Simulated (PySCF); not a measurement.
SMILES C#Cc1cccs1, GFN2-xTB optimised geometry. Atoms within 1.6 Å of the plane z = 0.8 Å (x, y, z in Å): C1 (-1.97, -2.27, 0.00), C2 (-1.22, -1.33, 0.00), C3 (-0.36, -0.23, 0.00), C4 (1.01, -0.23, 0.00), C5 (1.56, 1.07, 0.00), C6 (0.60, 2.04, 0.00), S7 (-0.99, 1.39, 0.00), H8 (-2.61, -3.10, 0.00), H9 (1.60, -1.13, 0.00), H10 (2.61, 1.27, 0.00), H11 (0.74, 3.10, 0.00).

Calculation: PBE/def2-TZVP in PySCF.

Map of the log10 of the electron density (e/bohr³), floored at −4 on the plane z = 0.8 Å:

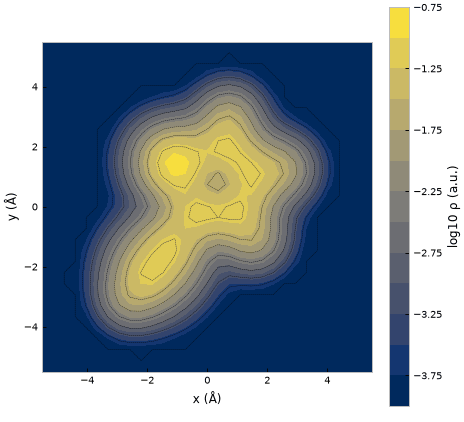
Figure. Log10 of the electron density (e/bohr³), floored at −4 on the plane z = 0.8 Å.
